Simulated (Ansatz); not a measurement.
# CH$_{4}$FSn (SMILES [CH3][SnH][F]) (doublet): what the fields show

Input file:

```
crystal:
  periodic: [false, false, false]
  atoms:
    - {symbol: C, position_ang: [0.546663, -1.037805, -0.937083]}
    - {symbol: F, position_ang: [-1.031256, 1.774521, -1.164523]}
    - {symbol: Sn, position_ang: [-0.819974, 0.292486, 0.094633]}
    - {symbol: H, position_ang: [-0.075927, 1.055885, 1.475044]}
    - {symbol: H, position_ang: [1.075018, -1.661334, -0.202149]}
    - {symbol: H, position_ang: [0.004176, -1.674498, -1.647737]}
    - {symbol: H, position_ang: [1.260740, -0.400647, -1.479866]}
basis:
  gaussian:
    orbitals: def2-TZVPD
total_charge: 0
magnetization:
  spin_polarized: true
  initial_magnetization: 1
hamiltonian:
  xc: {name: PBE0}
output: {forces: true, orbitals: {seedname: orbitals}}
```

Command:

```sh
ansatz run input.yaml --threads 1 --pin off --max-ram 2610MiB --events-out events.jsonl --progress --plain --runs-dir runs
```

Geometry: PBE0-D3(BJ)/def2-SVP; core potentials replace the inner electrons of Sn.

Method: isolated molecule in a Gaussian basis; Kohn-Sham density functional theory, functional PBE0 in Ansatz.

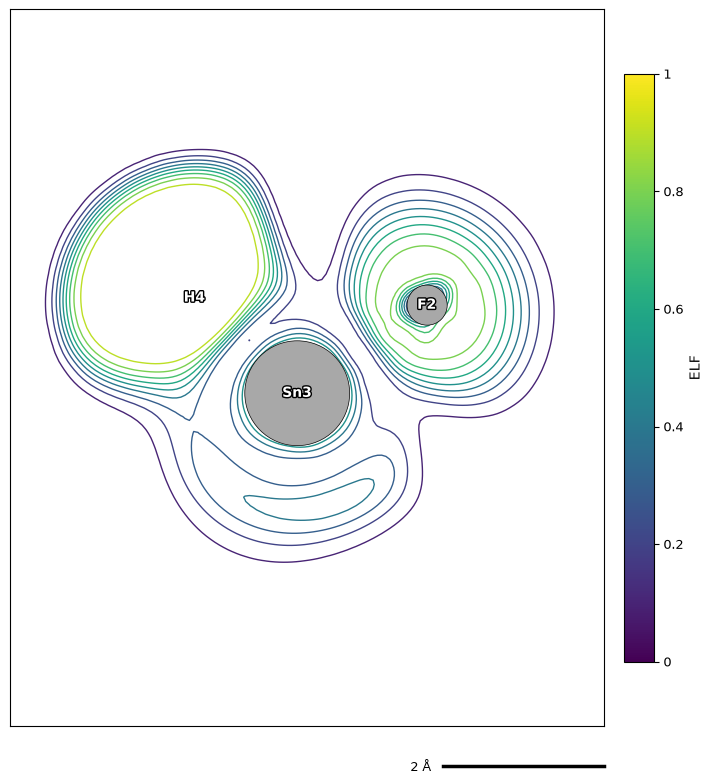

Figure 1. Electron localisation function on the plane of atoms F2, Sn3 and H4. Grey discs cover the atomic cores.

**Interpret the plot.**

The section cuts through F, Sn and H sites.
Sn–F (1.96 Å): the ELF peaks at about 0.80 in the valence shell of F, 0.5 Å from its nucleus, and drops to about 0.15 between the two atoms.
Sn–H (1.74 Å): the ELF climbs to about 1 towards the hydrogen.
The ELF also peaks beside F2, away from the bonds: non-bonding electrons, paired or unpaired.

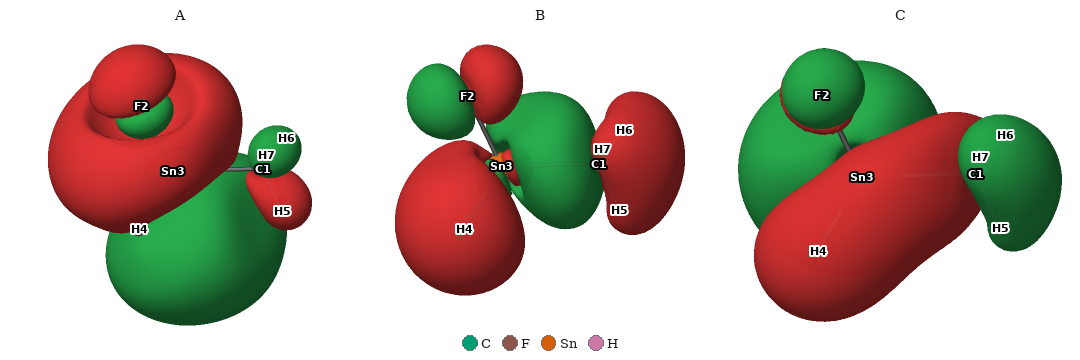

Figure 2. Three frontier orbitals at ±0.05 Å⁻³ᐟ² (green and red are the two phases), in no order.

**Order the three orbitals by energy and name them. All are α orbitals.**

B is the HOMO−1 (α) (−8.91 eV). By Hirshfeld shares it lies mainly on Sn3 (about 30 %), C1 (about 30 %), H4 (about 20 %) and F2 (about 15 %). C is the HOMO (α) (−6.41 eV). By Hirshfeld shares it lies mainly on Sn3 (about 70 %), C1 (about 10 %), H4 (about 10 %) and F2 (about 5 %). A is the LUMO (α) (−0.67 eV). Its weight (Hirshfeld) is mainly on Sn3 (about 75 %) and F2 (about 10 %).

**What is the gap between the highest occupied and lowest empty α orbitals?**

5.74 eV between the orbital energies.
